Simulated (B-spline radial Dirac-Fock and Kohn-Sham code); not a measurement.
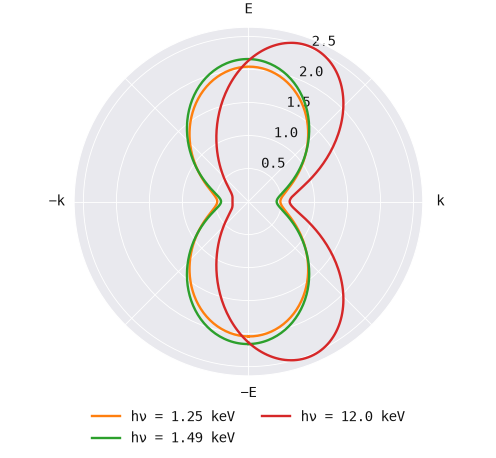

Angular distribution of photoelectrons from N4 (4d3/2) in the plane of the polarisation E (up) and the photon direction k (right), relative to an isotropic one. System: iridium in charge state +3 (Ir³⁺). The calculation used a Dirac–Hartree–Slater potential; 1 + βP₂(cos θ) + (δ + γ cos²θ) sin θ cos φ with E1 and E1–E2 terms (a radial B-spline solver). Open shells are averaged over j.

Question: What are β, γ and δ at 12.0 keV?

Answer: β = 1.134, γ = 1.736, δ = 0.191.
